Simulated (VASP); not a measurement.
Band structure of Mg (hcp). Method: r2SCAN+rVV10, VASP's PBE PAW potentials (set 64) (plane waves; VASP 6.6.1).

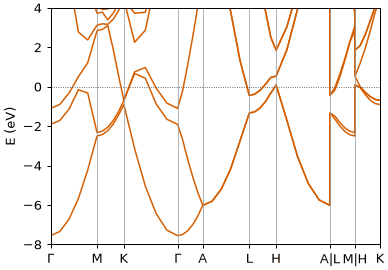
*Bands along high-symmetry lines, zero at the valence-band maximum or, without a gap, the Fermi level*

**Question.** Read the plot: is there a gap, and where are the band edges?

**Answer.** It has no gap at this level: it comes out as a metal or semimetal.

The compound is Mg in the hcp structure. It was relaxed first.
